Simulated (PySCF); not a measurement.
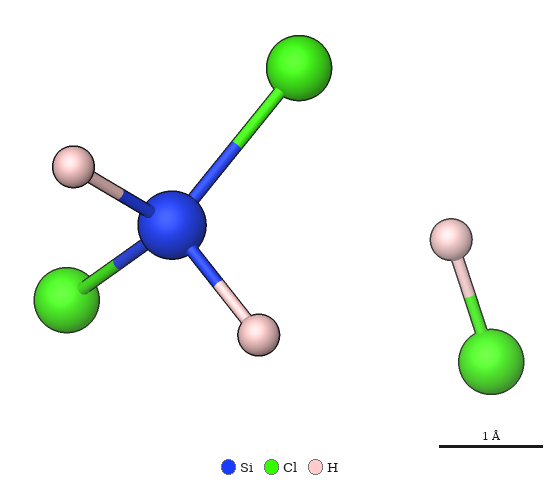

Figure made from data computed with PySCF.

Rendered structure (ball-and-stick style).

### Which formula does it have?

Cl3H3Si, 7 atoms: 3 chlorine, 3 hydrogen and 1 silicon. Judged by distances it falls into 2 fragments: Cl2H2Si, HCl.

### How many atoms are distinct by symmetry?

7: 1 Si, 1 Cl, 1 Cl, 1 Cl, 1 H, 1 H, 1 H.

### How many bonds of each kind are drawn?

2 Si–H, 2 Cl–Si, 1 Cl–H. Sticks follow a distance rule.

### Which point group does it belong to?

C1.
